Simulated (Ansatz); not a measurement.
SnPb3S4

Input

```
crystal:
  lattice:
    - [4.2222416596, -5.9714614823, 0.0]
    - [4.2222416596, 5.9714614823, 0.0]
    - [0.0, 0.0, 4.2227604187]
  atoms:
    - { symbol: Sn, position: [0.5, 0.5, 0.5] }
    - { symbol: Pb, position: [0.0, 0.5, 0.0] }
    - { symbol: Pb, position: [0.5, 0.0, 0.0] }
    - { symbol: Pb, position: [0.0, 0.0, 0.5] }
    - { symbol: S, position: [0.255344521, 0.255344521, 0.0] }
    - { symbol: S, position: [0.744655479, 0.744655479, 0.0] }
    - { symbol: S, position: [0.2527165305, 0.7472834695, 0.5] }
    - { symbol: S, position: [0.7472834695, 0.2527165305, 0.5] }
basis:
  ecutwfc: 420
kpoints:
  mp_grid: { grid: [6, 6, 10] }
hamiltonian:
  xc: pbe
scf:
  occupations: { method: gaussian, width: 0.1 }
output:
  forces: true
  stress: true
  eigenvalues: true
  write_density: true
  write_potential: true
  elf: true
  volumetric_format: npy
relax:
  adjacent_minimum: "off"
  f_tol: 0.001
  max_steps: 60
  cell: { stress_tol: 0.01 }
```

Run with:

```sh
ansatz run input.yaml --threads 1 --pin off --max-ram 2560MiB --backend cpu --events-out ev --progress --plain --runs-dir out
```

Below, planes, directions and counts refer to the conventional cell (a = 8.45 Å, b = 11.94 Å, c = 4.22 Å, α = 90.00°, β = 90.00°, γ = 90.00°).

Space group Cmmm; a structure generated by program, which may or may not match a known phase.

Theory: DFT PBE, scalar-relativistic, plane waves, PAW in Ansatz.

In a PAW calculation such maps are meaningful between the atoms, not at the nuclei.

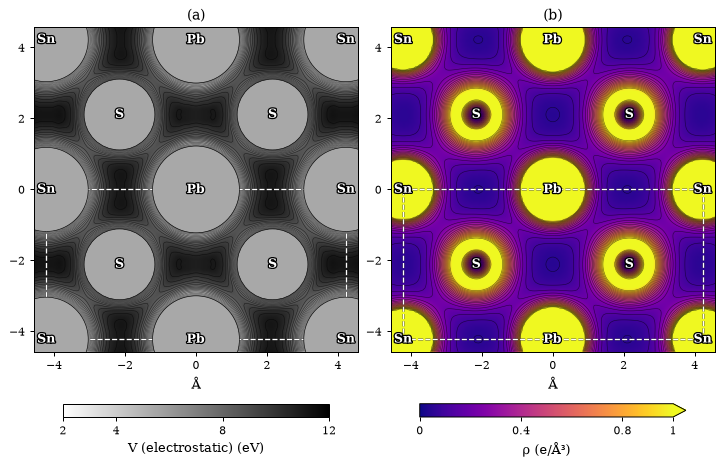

Figure 1. (a) electrostatic potential (local pseudopotential plus Hartree) felt by an electron; (b) valence charge density (pseudo) on the (010) plane of the conventional cell. Grey discs cover the atomic cores in the potential map.

**Interpret the plot.**

- The plane passes through Sn, Pb and S nuclei.
- Sn–S (2.95 Å): ρ at the midpoint is about 0.22 e/Å³.
- Between the atoms the lowest density in this plane is 0.05 e/Å³.
- Outside the cores the potential energy rises away from the atoms and is highest about 1.7 Å from the nearest atoms; its zero is arbitrary.

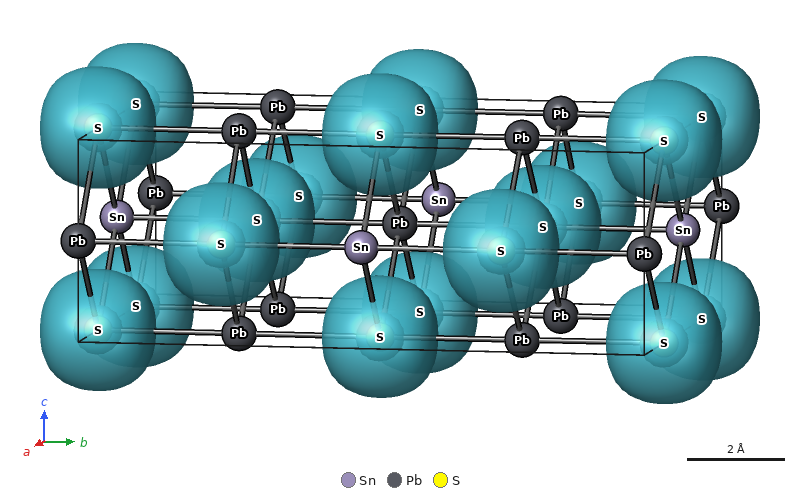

Figure 2. Isosurface of the electron localisation function at 0.65 (cyan), seen slightly off an axis. Core shells and regions of very low density are left out. Sticks mark near contacts.

**What do the ELF domains correspond to?**

The surface consists of eight regions wrapped around S (the valence shell of each), counted in one cell of 16 atoms. Regions shared between cells count once.


Sn–S (2.95 Å): the ELF peaks at about 0.85 in the valence shell of S, 0.8 Å from its nucleus, and drops to about 0.30 between the two atoms. Pb–S (2.99 Å): the ELF peaks at about 0.85 in the valence shell of S, 0.8 Å from its nucleus, and drops to about 0.20 between the two atoms.
